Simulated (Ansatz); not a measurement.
# Os (P6_3/mmc): all-electron equation of state in Python

Wanted for Os (P6_3/mmc): an all-electron equation of state.

All numbers are computed with the Python package of Ansatz 0.2.0. Level of theory: DFT PBE, all-electron LAPW.

## (1) The structure

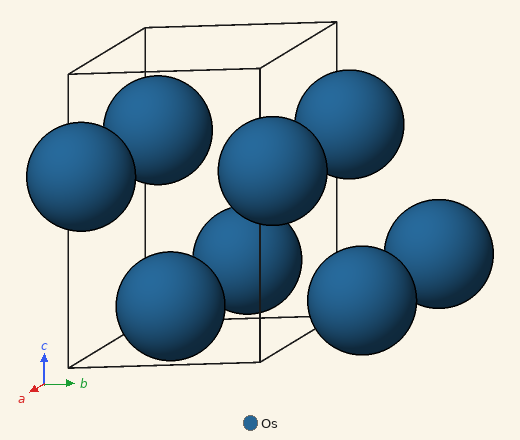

The starting structure, viewed slightly off an axis; osmium blue. 2×2×1 cells are drawn. Atoms on cell faces are repeated.

No structure file is read: the coordinates are typed or built in the script.

## (2) The script

File eos_lapw.py:

```python
# -*- coding: utf-8 -*-
'''All-electron equation of state of Os.'''

import ansatz as az
from ase.eos import EquationOfState
from ase.units import GPa
import numpy as np

FUNCTIONAL = 'pbe'
SIGMA = 0.15
MESH = (14, 14, 8)

vectors0 = np.array([
    [2.7341, 0.0, 0.0],
    [-1.36705, 2.36780006, 0.0],
    [0.0, 0.0, 4.3197],
])
sites = [
    ('Os', (1 / 3, 2 / 3, 0.25)),
    ('Os', (2 / 3, 1 / 3, 0.75)),
]


def on_lattice(cell):
    crystal = az.Crystal(lattice=az.Lattice.of(cell))
    for symbol, position in sites:
        crystal = crystal.atom(symbol, position)
    return crystal


def main():
    volumes, energies = [], []
    for scale in np.linspace(0.92, 1.08, 5):
        cell = vectors0 * scale ** (1 / 3)
        job = (
            on_lattice(cell).calculation()
            .functional(FUNCTIONAL)
            .occupations(az.OccupationsMethod.COLD, width=SIGMA)
            .kpoints(*MESH)
            .pseudopotentials('all_electron', lapw=True)
        )
        report = job.run(threads=1, pin='off').report
        volumes.append(abs(np.linalg.det(cell)) / len(sites))
        energies.append(report['free_energy_ev'] / len(sites))
        print(f'{scale:.3f} {volumes[-1]:9.4f} A^3/atom {energies[-1]:16.5f} eV/atom  (estimated basis error {1000 * report["lapw_basis_errors"]["total_ev_per_atom"]:.2f} meV/atom)')
    v0, e0, bulk = EquationOfState(volumes, energies, eos='birchmurnaghan').fit()
    print(f'V0 = {v0:.4f} A^3/atom, B0 = {bulk / GPa:.1f} GPa')


if __name__ == '__main__':
    main()
```

## (3) What the engine is handed

The package turns the script's settings into the engine's input (first run):

```yaml
crystal:
  lattice:
    - [2.6591551097649746, 0.0, 0.0]
    - [-1.3295775548824873, 2.3028958810763367, 0.0]
    - [0.0, 0.0, 4.201291952617592]
  atoms:
    - { symbol: Os, position: [0.3333333333333333, 0.6666666666666666, 0.25] }
    - { symbol: Os, position: [0.6666666666666666, 0.3333333333333333, 0.75] }
kpoints:
  mp_grid:
    grid: [14, 14, 8]
hamiltonian:
  xc: pbe
  pseudopotentials:
    kind: all_electron
    lapw: {}
scf:
  occupations:
    method: cold
    width: 0.15
```

## (4) The run

On the command line:

```sh
> python eos_lapw.py
```

Standard output:

```text
0.920   12.8638 A^3/atom    -469425.69986 eV/atom  (estimated basis error 0.06 meV/atom)
0.960   13.4231 A^3/atom    -469425.84029 eV/atom  (estimated basis error 0.06 meV/atom)
1.000   13.9824 A^3/atom    -469425.90371 eV/atom  (estimated basis error 0.06 meV/atom)
1.040   14.5417 A^3/atom    -469425.90565 eV/atom  (estimated basis error 0.06 meV/atom)
1.080   15.1010 A^3/atom    -469425.85859 eV/atom  (estimated basis error 0.06 meV/atom)
V0 = 14.2770 A^3/atom, B0 = 397.3 GPa
```

Run time: 6.3 min. Hardware: 1 thread of Arm Neoverse V1, shared host; peak memory 0.85 GiB.

## (5) What changed from run to run

The engine's inputs for some of the other runs:

Run 2, against run 1:

```diff
@@ -3,3 +3,3 @@
-    - [2.6591551097649746, 0.0, 0.0]
-    - [-1.3295775548824873, 2.3028958810763367, 0.0]
-    - [0.0, 0.0, 4.201291952617592]
+    - [2.697148172970776, 0.0, 0.0]
+    - [-1.348574086485388, 2.3357988390289646, 0.0]
+    - [0.0, 0.0, 4.261318518994133]
```

Run 3, against run 1:

```diff
@@ -3,3 +3,3 @@
-    - [2.6591551097649746, 0.0, 0.0]
-    - [-1.3295775548824873, 2.3028958810763367, 0.0]
-    - [0.0, 0.0, 4.201291952617592]
+    - [2.7341, 0.0, 0.0]
+    - [-1.36705, 2.36780006, 0.0]
+    - [0.0, 0.0, 4.3197]
```

Run 5, against run 1:

```diff
@@ -3,3 +3,3 @@
-    - [2.6591551097649746, 0.0, 0.0]
-    - [-1.3295775548824873, 2.3028958810763367, 0.0]
-    - [0.0, 0.0, 4.201291952617592]
+    - [2.8051471414852545, 0.0, 0.0]
+    - [-1.4025735707426272, 2.4293286894837838, 0.0]
+    - [0.0, 0.0, 4.431949858115597]
```

## (6) What each run gave

One row for each of the 5 runs:

```csv
run,volume (Å³/atom),energy from run 4 (meV/atom),SCF cycles,CPU time (s)
1,12.864,205.79,8,72
2,13.423,65.36,8,72
3,13.982,1.94,9,78
4,14.542,0.00,9,78
5,15.101,47.06,9,78
```

Energies are free energies F = E - TS of the smeared occupations. 

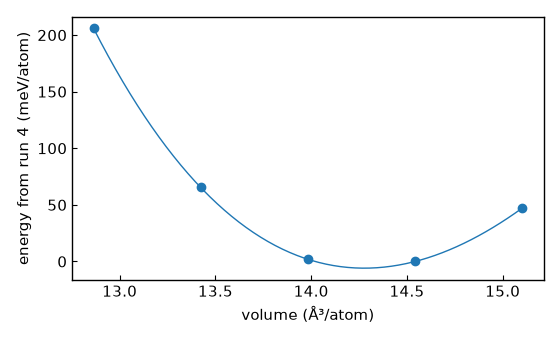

Energy against volume; the line is a third-order Birch-Murnaghan fit.

## (7) Results

| quantity | value |
| --- | --- |
| runs compared | 5 |
| range of energy | 205.79 meV/atom |
| lowest point, volume (Å³/atom) | 14.542 |
| equilibrium volume (fit) | 14.28 Å³/atom |
| bulk modulus (fit) | 397 GPa |

In words: A third-order Birch-Murnaghan fit through the 5 points has its minimum at 14.28 Å³ an atom, 2.1 % above the typed cell, with a bulk modulus of 397 GPa and dB/dP = 4.7. From that minimum the energy rises by 211.7 meV an atom on the compressed side and 52.9 meV on the expanded side. What to keep in mind:
- All-electron totals depend on functional, relativistic treatment and basis; only differences at equal settings carry meaning.
- Shape and fractional positions are held along the curve, so the bulk modulus is an upper value where they are free to relax.
- Spin-orbit coupling, which matters for elements this heavy, is left out.
